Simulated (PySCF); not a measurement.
**Two runs on C$_{2}$H$_{7}$NSi$_{2}$**

System: C$_{2}$H$_{7}$NSi$_{2}$.
Method of run A: GIAO PBE0/6-31G* NMR shielding, non-relativistic, gas phase (PySCF 2.14.0).

The geometry comes from this level: PBE0-D3(BJ)/def2-SVP. Text and figures count atoms from 1; the logs count them from 0 in places.

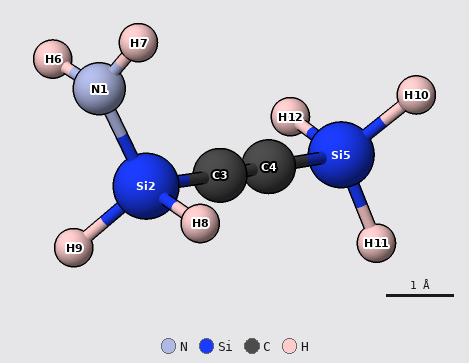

Figure 1. The structure (ball-and-stick view, seen at a tilt; atoms are numbered from 1 in the order of the input).

**The input, run A**
```
{"job": {"kind": "nmr", "xc": "PBE0", "basis": "6-31G*", "pop": true}, "charge": 0, "multiplicity": 1}
N     -2.627176     1.199831     0.356126
Si    -1.934638    -0.331620    -0.033366
C     -0.084251    -0.373427    -0.045538
C      1.141606    -0.377605    -0.050185
Si     2.974300    -0.399906    -0.064401
H     -2.543832     1.959990    -0.310336
H     -2.540491     1.550836     1.303824
H     -2.384658    -1.322038     0.984573
H     -2.386626    -0.716855    -1.399749
H      3.491553    -0.043356     1.289143
H      3.453631    -1.763132    -0.434090
H      3.480255     0.588767    -1.060797
```

The first line tells a small driver script what to run in PySCF; the rest is the geometry in Å.

Launched with:
```bash
OMP_NUM_THREADS=1 python <driver script> task.json out
```

Hardware: 1 CPU thread, shared host.

**Output (run A)**
```
coarse grid: 10824 points
cycle   1  E = -713.6743937157  dE =  2.019e-01  |g| = 4.770e-01  |ddm| = 3.196e+00
cycle   2  E = -713.6535485462  dE =  2.085e-02  |g| = 5.566e-01  |ddm| = 9.696e-01
cycle   3  E = -713.7297241596  dE = -7.618e-02  |g| = 5.770e-02  |ddm| = 5.209e-01
cycle   4  E = -713.7303200749  dE = -5.959e-04  |g| = 2.912e-02  |ddm| = 7.135e-02
cycle   5  E = -713.7305091555  dE = -1.891e-04  |g| = 1.353e-02  |ddm| = 3.348e-02
cycle   6  E = -713.7305533881  dE = -4.423e-05  |g| = 3.979e-03  |ddm| = 1.242e-02
cycle   7  E = -713.7305577836  dE = -4.396e-06  |g| = 2.285e-04  |ddm| = 3.643e-03
final grid: 94864 points
cycle   8  E = -713.6730588571  dE = -1.076e-05  |g| = 5.967e-03  |ddm| = 1.297e-02
cycle   9  E = -713.6730540072  dE =  4.850e-06  |g| = 7.683e-03  |ddm| = 1.176e-02
cycle  10  E = -713.6730678023  dE = -1.380e-05  |g| = 5.615e-04  |ddm| = 6.238e-03
cycle  11  E = -713.6730678923  dE = -9.009e-08  |g| = 1.509e-04  |ddm| = 7.519e-04
cycle  12  E = -713.6730678948  dE = -2.442e-09  |g| = 1.163e-04  |ddm| = 1.798e-04
cycle  13  E = -713.6730678983  dE = -3.503e-09  |g| = 1.794e-05  |ddm| = 9.435e-05
cycle  14  E = -713.6730678984  dE = -9.254e-11  |g| = 1.661e-06  |ddm| = 1.814e-05
converged SCF energy = -713.6730678984

GIAO shielding tensors (ppm)
atom      isotropic    diamagn.    paramagn.     s11        s22        s33       span
  0 N      255.941     321.505     -65.563    238.018    259.552    270.255     32.238
  1 Si     459.986     884.078    -424.092    433.358    436.417    510.183     76.825
  2 C       80.976     263.824    -182.848    -13.066     -6.803    262.796    275.862
  3 C       96.921     261.713    -164.792     15.073     20.235    255.454    240.381
  4 Si     483.060     885.058    -401.998    479.032    479.433    490.716     11.684
  5 H       32.140      30.173       1.967     25.388     28.308     42.723     17.335
  6 H       32.143      30.085       2.059     25.390     28.312     42.729     17.339
  7 H       27.141      29.567      -2.426     23.384     26.225     31.813      8.429
  8 H       27.138      29.663      -2.526     23.384     26.223     31.805      8.421
  9 H       27.687      29.455      -1.768     24.555     26.185     32.320      7.765
 10 H       27.685      28.874      -1.189     24.536     26.113     32.406      7.869
 11 H       27.686      29.557      -1.871     24.555     26.191     32.313      7.758
```

The input of run B differs as follows (lines with − go, lines with + come):
```diff
-"basis": "6-31G*"
+"basis": "def2-SVP"
```

Predict how the results change.

The total energy of run B is 149.1 kcal/mol higher, which measures the change of basis and not a stability. The HOMO goes from −7.41 to −7.51 eV. The LUMO goes from −0.42 to −0.56 eV. The dipole moment goes from 1.46 to 1.43 D. Of all shieldings, the largest change is that of Si5, by +26.1 ppm. The SCF takes 13 iterations against 14. The basis functions go from 92 to 113.

**Output (run B)**
```
coarse grid: 10824 points
cycle   1  E = -713.2964701222  dE =  1.646e-01  |g| = 4.627e-01  |ddm| = 3.474e+00
cycle   2  E = -713.2772243682  dE =  1.925e-02  |g| = 5.400e-01  |ddm| = 9.438e-01
cycle   3  E = -713.3475811927  dE = -7.036e-02  |g| = 5.827e-02  |ddm| = 5.264e-01
cycle   4  E = -713.3482151460  dE = -6.340e-04  |g| = 2.826e-02  |ddm| = 7.414e-02
cycle   5  E = -713.3483916858  dE = -1.765e-04  |g| = 1.347e-02  |ddm| = 3.258e-02
cycle   6  E = -713.3484358330  dE = -4.415e-05  |g| = 3.861e-03  |ddm| = 1.288e-02
cycle   7  E = -713.3484400383  dE = -4.205e-06  |g| = 2.621e-04  |ddm| = 3.789e-03
final grid: 94864 points
cycle   8  E = -713.4355218079  dE = -8.813e-06  |g| = 5.404e-03  |ddm| = 1.811e-02
cycle   9  E = -713.4355176749  dE =  4.133e-06  |g| = 6.983e-03  |ddm| = 1.073e-02
cycle  10  E = -713.4355289296  dE = -1.125e-05  |g| = 4.811e-04  |ddm| = 5.915e-03
cycle  11  E = -713.4355289998  dE = -7.017e-08  |g| = 9.854e-05  |ddm| = 6.311e-04
cycle  12  E = -713.4355290022  dE = -2.393e-09  |g| = 3.818e-05  |ddm| = 1.255e-04
cycle  13  E = -713.4355290023  dE = -1.592e-10  |g| = 2.963e-05  |ddm| = 5.061e-05
converged SCF energy = -713.4355290023

GIAO shielding tensors (ppm)
atom      isotropic    diamagn.    paramagn.     s11        s22        s33       span
  0 N      261.997     314.567     -52.570    242.275    264.785    278.931     36.656
  1 Si     479.237     883.022    -403.785    452.558    452.665    532.488     79.930
  2 C       78.684     271.222    -192.538    -16.830    -11.592    264.475    281.305
  3 C       93.081     269.129    -176.049      9.735     13.881    255.626    245.891
  4 Si     509.116     882.733    -373.617    506.351    506.689    514.306      7.955
  5 H       31.313      30.950       0.363     24.458     27.518     41.962     17.504
  6 H       31.317      30.842       0.474     24.460     27.522     41.968     17.508
  7 H       26.711      29.089      -2.378     22.956     25.844     31.332      8.376
  8 H       26.707      29.181      -2.473     22.956     25.842     31.324      8.367
  9 H       27.233      28.850      -1.617     24.064     25.680     31.956      7.892
 10 H       27.231      28.333      -1.102     24.026     25.632     32.035      8.009
 11 H       27.233      28.937      -1.703     24.064     25.687     31.949      7.885
```

**The two runs side by side**

```csv
quantity,run A,run B
outcome,converged,converged
total energy (hartree),−713.673068,−713.435529
HOMO (eV),−7.41,−7.51
LUMO (eV),−0.42,−0.56
dipole moment (D),1.46,1.43
shielding of N1 (ppm),255.9,262.0
shielding of Si2 (ppm),460.0,479.2
shielding of C3 (ppm),81.0,78.7
shielding of C4 (ppm),96.9,93.1
shielding of Si5 (ppm),483.1,509.1
shielding of H6 (ppm),32.1,31.3
shielding of H7 (ppm),32.1,31.3
SCF iterations,14,13
basis functions,92,113
wall time (shared host),7.4 s,8.3 s
```
